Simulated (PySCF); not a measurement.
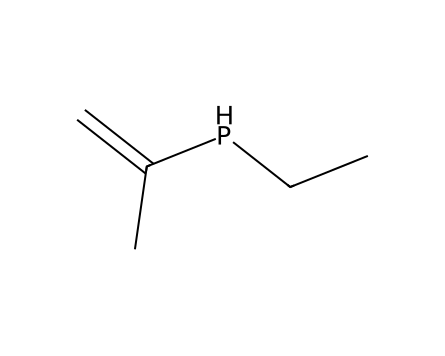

The geometry was computed by an optimisation with GFN2-xTB. No frequency run is at hand to confirm it as a minimum. Method: B3LYP/def2-SVPD, gas phase (PySCF 2.14.0). Excitations: vertical, linear response.

Question: Estimate the LUMO energy (Kohn–Sham orbital).

Answer: −0.23 eV.

Question: Estimate the mean static polarisability.

Answer: 88.5 bohr³.

Question: Estimate the HOMO energy (Kohn–Sham orbital).

Answer: −6.35 eV.

Question: Give the lowest vertical singlet excitation at this level.

Answer: 5.44 eV.

The geometry is semi-empirical. Around P such bond lengths and angles can be off by a tenth of an ångström or more and by several degrees, and values that hang on the shape move with them.
